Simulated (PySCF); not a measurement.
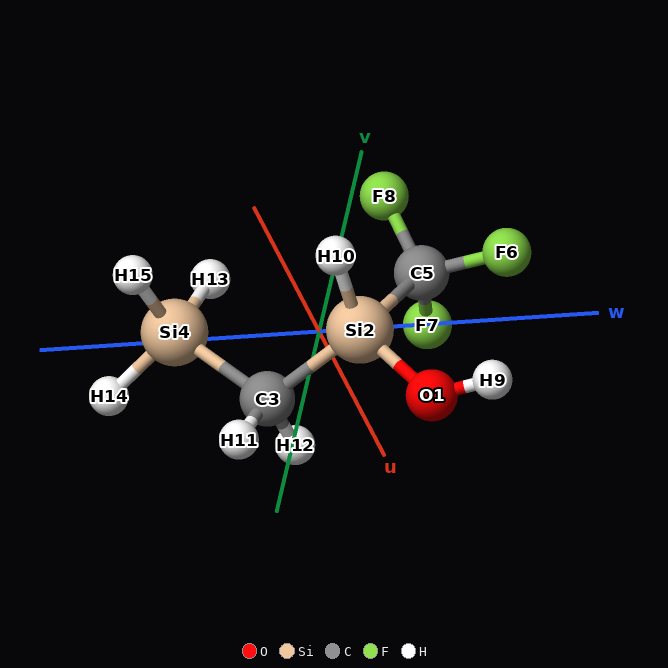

The lines u, v and w are the principal axes of the static dipole polarisability. Computed geometry: GFN2-xTB optimisation. No frequency run is at hand to confirm it as a minimum. Level of theory: PBE0/def2-SVPD (PySCF 2.14.0).

### Along which axis is the molecule most polarisable, and along which least?

Most along w (close to the long direction Si4···F6), least along u.

### Give the three principal values.

u 73.8, v 78.3, w 94.6 bohr³; mean 82.2, anisotropy 18.9 bohr³.

The geometry is semi-empirical. Around Si such bond lengths and angles can be off by a tenth of an ångström or more and by several degrees, and values that hang on the shape move with them.
